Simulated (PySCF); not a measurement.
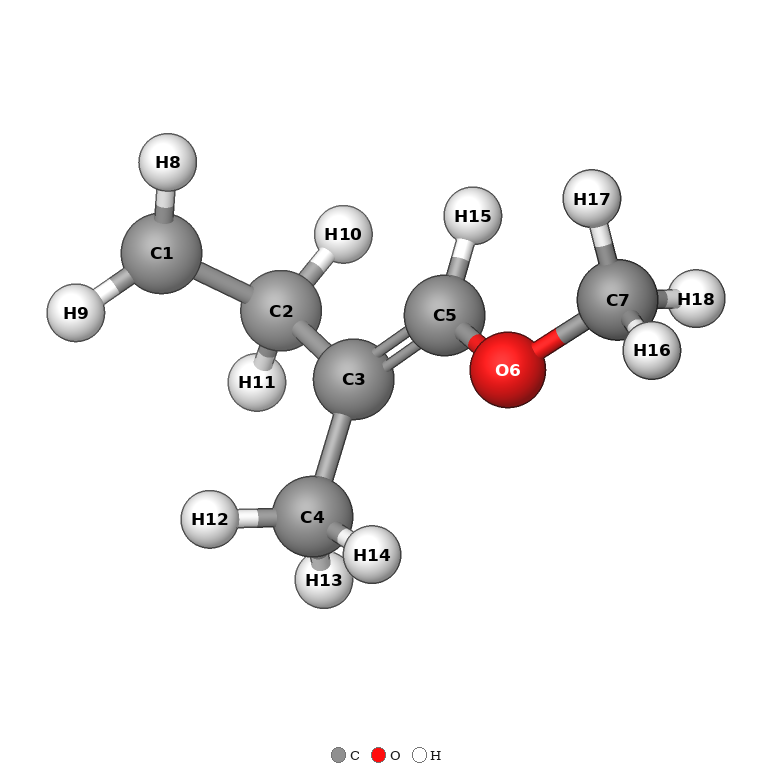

Charge 0, doublet. Computed geometry: GFN2-xTB optimisation. No frequency run is at hand to confirm it as a minimum. Computed with UKS B3LYP, pcH-1 on C H O, non-relativistic (PySCF 2.14.0). Fermi-contact and spin-dipolar terms alone, no spin-orbit part.

> Which nucleus has the largest dipolar (anisotropic) hyperfine coupling?

13C at C1: principal values −80.2, −79.4, 159.6 MHz.

List the isotropic and dipolar parts for the most strongly coupled nuclei, one of each equivalent set.

| atom | isotope | a_iso (MHz) | dipolar part (MHz) |
| --- | --- | --- | --- |
| C1 | 13C | 96.7 | −80.2, −79.4, 159.6 |
| H8 | 1H | −57.2 | −38.3, −0.7, 39.0 |
| H9 | 1H | −60.0 | −38.6, −0.2, 38.9 |
| C3 | 13C | 76.2 | −10.3, −4.5, 14.8 |
| C5 | 13C | 3.8 | −5.7, −4.4, 10.1 |
| H11 | 1H | 23.6 | −5.2, −4.4, 9.5 |
| H10 | 1H | 29.7 | −5.5, −4.1, 9.5 |
| O6 | 17O | −3.6 | −5.6, 2.6, 3.0 |
